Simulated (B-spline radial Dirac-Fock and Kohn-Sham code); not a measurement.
Bromine (Z = 35). Method: a Dirac–Hartree–Slater potential of the neutral atom, no hole, surface-current nucleus (computed with a radial B-spline solver).

What should this plot look like? Internal conversion coefficients by shell for electric multipoles at a transition energy of 365 keV (K and L shells).

The shells shown sum to 0.00199 (E1), 0.00805 (E2), 0.0287 (E3), 0.0987 (E4), 0.339 (E5). The largest bar is K for E1, K for E2, K for E3, K for E4, K for E5.

Here it is:

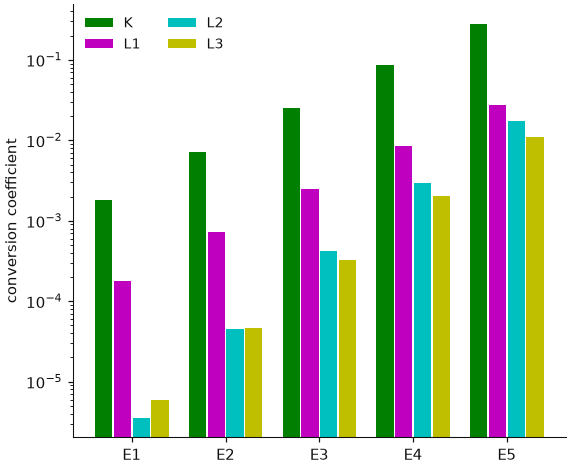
